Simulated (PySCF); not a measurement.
# Nd(NH2)3: forces at shaken geometries

Aim: move all atoms of relaxed Nd(NH2)3 at random and read energies and forces. It is a constructed species; whether it can be made isn't addressed.

Program: PySCF 2.14.0. Level of theory: B3LYP, Nd lcecp-1-SVP with ECP49, N def2-SVP, H def2-SVP; scalar-relativistic core potentials, no spin–orbit coupling. These are calculated values, not measurements.

6 further runs of the same task are left out: 2 for a known fault of the program, 4 that didn't finish.

### Step 1. Starting geometry

10 atoms, charge 0, spin multiplicity 1.

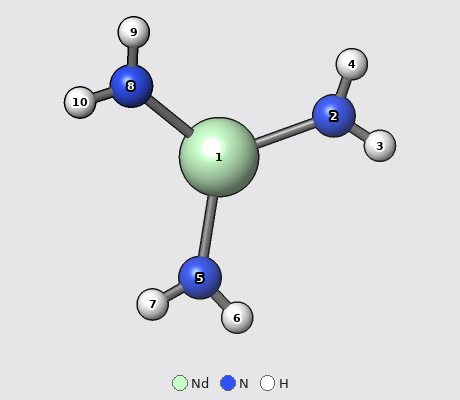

The structure; neodymium light green, nitrogen blue, hydrogen white; atoms are numbered from 1 in the order of the file.

Coordinates:

```mol
H6N3Nd
  3D, bonds by distance, orders not assigned

 10  9  0  0  0  0  0  0  0  0999 V2000
   -0.0182   -0.0214    0.2812 Nd  0  0
    2.2300   -0.0002    0.2589 N   0  0
    2.8373    0.8234    0.2324 H   0  0
    2.8625   -0.8019    0.1880 H   0  0
   -1.1182    1.9220    0.0236 N   0  0
   -0.7252    2.8676    0.0160 H   0  0
   -2.1157    2.0443   -0.1737 H   0  0
   -1.1096   -1.9336   -0.1748 N   0  0
   -0.7332   -2.8805   -0.2741 H   0  0
   -2.1095   -2.0196   -0.3775 H   0  0
  1  2  8  0
  1  5  8  0
  1  8  8  0
  2  3  8  0
  2  4  8  0
  5  6  8  0
  5  7  8  0
  8  9  8  0
  8 10  8  0
M  END
```

Formal oxidation states: Nd +3. Each metal's 3 4f electrons lie in its core potential, so multiplicities, spins and levels count the valence alone. An earlier session relaxed this geometry at B3LYP, Nd lcecp-1-SVP with ECP49, N def2-SVP, H def2-SVP (singlet, point group Cs).

Its energy there is -201.766382 Eh.

### Step 2. Atoms moved at random, σ = 0.06 Å

The input, run.py (the lines that set the calculation):

```python
mol = gto.M(atom='''
Nd    -0.02940     0.02692     0.30693
N      2.23975     0.05485     0.26278
H      2.95278     0.77365     0.19320
H      2.72132    -0.78294     0.15592
N     -1.23450     1.88874     0.07419
H     -0.72687     2.80364     0.06071
H     -1.99412     1.94208    -0.23113
N     -1.07199    -1.80890    -0.12838
H     -0.80412    -2.89877    -0.26582
H     -2.05286    -1.99927    -0.42840''',
    basis={'Nd': 'lcecp-1-SVP', 'N': 'def2-SVP', 'H': 'def2-SVP'},
    ecp={'Nd': 'lcecp-1-SVP'},
    charge=0, spin=0)
mf = dft.RKS(mol, xc='B3LYP')
mf.grids.atom_grid = (50, 194)  # f atoms: unpruned, at least (60, 302)
mf = mf.density_fit()  # fitting sets: Nd AutoAux, N def2-universal-JKFIT, H def2-universal-JKFIT
mf.conv_tol = 1e-08; mf.max_cycle = 55
mf.kernel(dm0)  # dm0: the density of the relaxed state
```

The run is started by

```bash
OMP_NUM_THREADS=2 python run.py
```

The program printed:

```text
init E= -201.734969497652
  HOMO = -0.208587178576772  LUMO = -0.0524652769585821  gap/eV = 4.24829
cycle= 1 E= -201.693617693722  delta_E= 0.0414  |g|= 0.101  |ddm|= 0.494
  HOMO = -0.20032283552384  LUMO = -0.0480489563044024  gap/eV = 4.14358
cycle= 2 E= -201.693236643239  delta_E= 0.000381  |g|= 0.115  |ddm|= 0.206
  HOMO = -0.207421909105783  LUMO = -0.048800343971763  gap/eV = 4.31631
cycle= 3 E= -201.696022662632  delta_E= -0.00279  |g|= 0.0425  |ddm|= 0.121
  HOMO = -0.206483652923698  LUMO = -0.0491873310299766  gap/eV = 4.28025
cycle= 4 E= -201.696428230291  delta_E= -0.000406  |g|= 0.00426  |ddm|= 0.0394
  HOMO = -0.20632964739961  LUMO = -0.0492405710709285  gap/eV = 4.27461
cycle= 5 E= -201.696432607494  delta_E= -4.38e-06  |g|= 0.00166  |ddm|= 0.00673
  HOMO = -0.206559378179106  LUMO = -0.0492016808984879  gap/eV = 4.28192
cycle= 6 E= -201.696433098575  delta_E= -4.91e-07  |g|= 0.00103  |ddm|= 0.00241
  HOMO = -0.206463037705708  LUMO = -0.0492057621059949  gap/eV = 4.27919
cycle= 7 E= -201.696433350368  delta_E= -2.52e-07  |g|= 7.21e-05  |ddm|= 0.00087
  HOMO = -0.206466821117626  LUMO = -0.0492108910578928  gap/eV = 4.27915
cycle= 8 E= -201.696433351262  delta_E= -8.94e-10  |g|= 4.95e-05  |ddm|= 0.00012
  HOMO = -0.206466704965966  LUMO = -0.0492070615037505  gap/eV = 4.27925
Extra cycle  E= -201.696433349785  delta_E= 1.48e-09  |g|= 9.32e-05  |ddm|= 0.000131
converged SCF energy = -201.696433349785
```

Run time: 4.6 s. Hardware: 2 threads of Arm Neoverse V1, shared host.

Read off: E = -201.696433 Eh (+1.903 eV from the relaxed state), HOMO -5.62 eV, LUMO -1.34 eV, Mulliken charge on Nd1 +0.82 e, largest force component 16.804 eV/Å. 

```
atom       Fx      Fy  Fz (eV/Å)
 Nd1    0.899   0.841      0.473
  N2   -1.573   1.964      0.195
  H3    0.136   0.324      0.033
  H4    1.312  -2.329     -0.259
  N5   16.804  -0.506      6.274
  H6   -0.848  -0.761     -0.041
  H7  -16.111   1.630     -6.369
  N8   -0.944  -5.097     -1.178
  H9    0.094   3.005      0.590
 H10    0.232   0.929      0.283
```

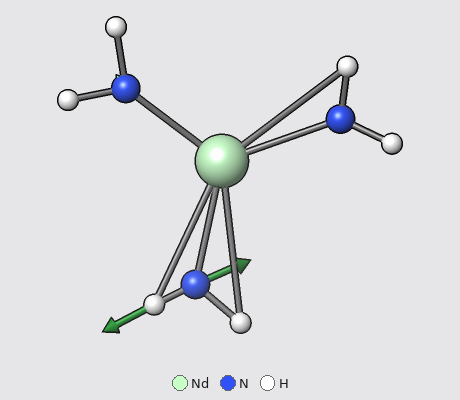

Forces as arrows, the longest for the largest force.

### Step 3. Atoms moved at random, σ = 0.15 Å

The input, run.py (the lines that set the calculation):

```python
mol = gto.M(atom='''
Nd    -0.29481    -0.08258     0.17839
N      2.04178     0.23627     0.22605
H      2.93044     0.84434     0.36875
H      2.96343    -0.69918     0.35055
N     -1.12770     1.79805    -0.05748
H     -0.42902     3.01929     0.04056
H     -2.02942     1.79790    -0.24342
N     -0.90893    -1.84642    -0.16078
H     -0.91291    -2.95617    -0.40988
H     -2.23286    -2.11151    -0.29274''',
    basis={'Nd': 'lcecp-1-SVP', 'N': 'def2-SVP', 'H': 'def2-SVP'},
    ecp={'Nd': 'lcecp-1-SVP'},
    charge=0, spin=0)
mf = dft.RKS(mol, xc='B3LYP')
mf.grids.atom_grid = (50, 194)  # f atoms: unpruned, at least (60, 302)
mf = mf.density_fit()  # fitting sets: Nd AutoAux, N def2-universal-JKFIT, H def2-universal-JKFIT
mf.conv_tol = 1e-08; mf.max_cycle = 55
mf.kernel(dm0)  # dm0: the density of the relaxed state
```

The run is started by

```bash
OMP_NUM_THREADS=2 python run.py
```

The program printed:

```text
init E= -201.237558600751
  HOMO = -0.377847120789124  LUMO = -0.19500612995952  gap/eV = 4.97536
cycle= 1 E= -201.440469538136  delta_E= -0.203  |g|= 0.506  |ddm|=  1.2
  HOMO = -0.0897675878985567  LUMO = -0.0387434573513623  gap/eV = 1.38844
cycle= 2 E= -201.23549672892  delta_E= 0.205  |g|= 1.03  |ddm|= 1.38
  HOMO = -0.190257919949726  LUMO = -0.0488442220244423  gap/eV = 3.84806
cycle= 3 E= -201.50481691068  delta_E= -0.269  |g|= 0.11  |ddm|= 0.934
  HOMO = -0.175424387379323  LUMO = -0.0520143049351951  gap/eV = 3.35816
cycle= 4 E= -201.506736255827  delta_E= -0.00192  |g|= 0.0692  |ddm|= 0.138
  HOMO = -0.18240785871053  LUMO = -0.0518520740065327  gap/eV = 3.55260
cycle= 5 E= -201.507863798393  delta_E= -0.00113  |g|= 0.00923  |ddm|= 0.0617
  HOMO = -0.182143778616265  LUMO = -0.0524444801189077  gap/eV = 3.52930
cycle= 6 E= -201.507884102006  delta_E= -2.03e-05  |g|= 0.003  |ddm|= 0.0122
  HOMO = -0.182265826810394  LUMO = -0.0522938046172676  gap/eV = 3.53672
cycle= 7 E= -201.507886103055  delta_E= -2e-06  |g|= 0.0016  |ddm|= 0.00461
  HOMO = -0.182290159728836  LUMO = -0.0522857636371548  gap/eV = 3.53760
cycle= 8 E= -201.507886686525  delta_E= -5.83e-07  |g|= 0.000402  |ddm|= 0.00156
  HOMO = -0.18233226686116  LUMO = -0.0523067572696867  gap/eV = 3.53817
cycle= 9 E= -201.507886729323  delta_E= -4.28e-08  |g|= 7.18e-05  |ddm|= 0.000513
  HOMO = -0.182330295653333  LUMO = -0.0523033772503325  gap/eV = 3.53821
cycle= 10 E= -201.507886731024  delta_E= -1.7e-09  |g|= 2.34e-05  |ddm|= 0.000163
  HOMO = -0.182328525056466  LUMO = -0.0523051295514421  gap/eV = 3.53812
Extra cycle  E= -201.507886730977  delta_E= 4.73e-11  |g|= 2.81e-05  |ddm|= 7.75e-05
converged SCF energy = -201.507886730977
```

It took 4.8 s on 2 threads of Arm Neoverse V1, shared host.

Result: E = -201.507887 Eh (+7.034 eV from the relaxed state), HOMO -4.96 eV, LUMO -1.42 eV, Mulliken charge on Nd1 +0.65 e, largest force component 12.968 eV/Å. 

```
atom      Fx       Fy  Fz (eV/Å)
 Nd1   7.606    5.932      2.537
  N2   5.177   -2.746      0.954
  H3  -2.353    0.052     -0.371
  H4  -3.899    2.354     -0.581
  N5   6.961    5.826      1.256
  H6  -3.347   -4.617     -0.511
  H7  -6.292    1.715     -1.415
  N8  -8.978  -12.968     -3.088
  H9   1.130    2.797      0.727
 H10   3.994    1.653      0.494
```

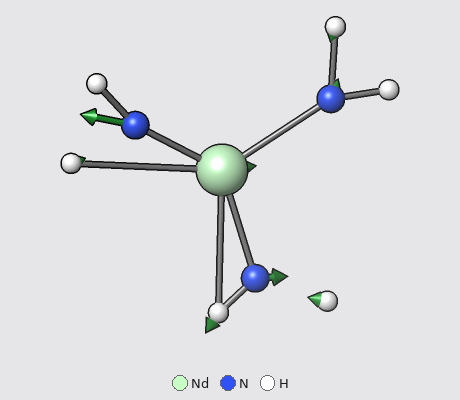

Forces as arrows, the longest for the largest force.

### Step 4. Atoms moved at random, σ = 0.03 Å

The input, run.py (the lines that set the calculation):

```python
mol = gto.M(atom='''
Nd    -0.01276    -0.05880     0.26098
N      2.19145    -0.01355     0.22727
H      2.80051     0.84148     0.22026
H      2.88209    -0.82805     0.18366
N     -1.15941     1.98652     0.02660
H     -0.72723     2.87486     0.03689
H     -2.06355     1.98841    -0.18490
N     -1.10479    -1.91601    -0.12248
H     -0.67556    -2.82859    -0.30296
H     -2.13075    -2.04627    -0.34532''',
    basis={'Nd': 'lcecp-1-SVP', 'N': 'def2-SVP', 'H': 'def2-SVP'},
    ecp={'Nd': 'lcecp-1-SVP'},
    charge=0, spin=0)
mf = dft.RKS(mol, xc='B3LYP')
mf.grids.atom_grid = (50, 194)  # f atoms: unpruned, at least (60, 302)
mf = mf.density_fit()  # fitting sets: Nd AutoAux, N def2-universal-JKFIT, H def2-universal-JKFIT
mf.conv_tol = 1e-08; mf.max_cycle = 55
mf.kernel(dm0)  # dm0: the density of the relaxed state
```

The run is started by

```bash
OMP_NUM_THREADS=2 python run.py
```

The program printed:

```text
init E= -201.756779171937
  HOMO = -0.200860489199496  LUMO = -0.055192621503199  gap/eV = 3.96382
cycle= 1 E= -201.747703258216  delta_E= 0.00908  |g|= 0.0535  |ddm|= 0.28
  HOMO = -0.201471944860779  LUMO = -0.0501007585688775  gap/eV = 4.11902
cycle= 2 E= -201.747540389597  delta_E= 0.000163  |g|= 0.0635  |ddm|= 0.108
  HOMO = -0.19859737513325  LUMO = -0.0507456951689313  gap/eV = 4.02325
cycle= 3 E= -201.748410025904  delta_E= -0.00087  |g|= 0.0225  |ddm|= 0.0659
  HOMO = -0.199872538817543  LUMO = -0.0510402379044841  gap/eV = 4.04993
cycle= 4 E= -201.74852452686  delta_E= -0.000115  |g|= 0.00219  |ddm|= 0.0216
  HOMO = -0.199482852347278  LUMO = -0.0510464300363864  gap/eV = 4.03916
cycle= 5 E= -201.748525605823  delta_E= -1.08e-06  |g|= 0.00119  |ddm|= 0.00372
  HOMO = -0.199624704480983  LUMO = -0.0510372710689921  gap/eV = 4.04327
cycle= 6 E= -201.74852589903  delta_E= -2.93e-07  |g|= 0.000537  |ddm|= 0.00142
  HOMO = -0.199607624874046  LUMO = -0.0510468175603656  gap/eV = 4.04255
cycle= 7 E= -201.748525971408  delta_E= -7.24e-08  |g|= 3.37e-05  |ddm|= 0.000532
  HOMO = -0.199610539844017  LUMO = -0.0510457582346255  gap/eV = 4.04265
cycle= 8 E= -201.74852597185  delta_E= -4.42e-10  |g|= 6.72e-06  |ddm|= 6.53e-05
  HOMO = -0.199610093770183  LUMO = -0.0510462661649846  gap/eV = 4.04263
Extra cycle  E= -201.748525971847  delta_E= 2.96e-12  |g|= 9.22e-06  |ddm|= 1.76e-05
converged SCF energy = -201.748525971847
```

Wall time 4.5 s (2 threads of Arm Neoverse V1, shared host).

Read off: E = -201.748526 Eh (+0.486 eV from the relaxed state), HOMO -5.43 eV, LUMO -1.39 eV, Mulliken charge on Nd1 +0.82 e, largest force component 5.492 eV/Å. 

```
atom      Fx      Fy  Fz (eV/Å)
 Nd1  -0.730   1.857      0.138
  N2   2.203  -0.561     -0.064
  H3  -0.564  -0.803      0.002
  H4  -1.035   1.263      0.041
  N5   5.492  -3.044      1.415
  H6   0.193   1.489     -0.095
  H7  -5.216   0.615     -1.236
  N8  -1.531  -0.883     -0.545
  H9  -0.073  -0.068      0.034
 H10   1.260   0.137      0.309
```

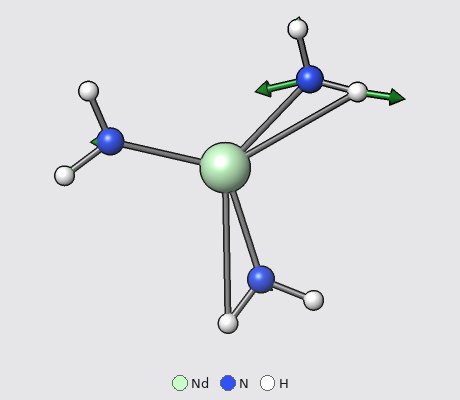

Forces as arrows, the longest for the largest force.

### Step 5. Results

| σ (Å) | energy rise (eV) | harmonic estimate −½ F·u (eV) | largest force component (eV/Å) |
| --- | --- | --- | --- |
| 0.06 | 1.903 | 2.091 | 16.80 |
| 0.15 | 7.034 | 6.225 | 12.97 |
| 0.03 | 0.486 | 0.491 | 5.49 |

Every displacement raises the energy. For a harmonic well the rise equals −½ F·u; the two differ by at most 12 % here (a move with σ = 0.15 Å), from anharmonicity, the grid and the small forces left at the relaxed point. These are double-zeta-type bases without diffuse functions. Spin–orbit coupling is left out.
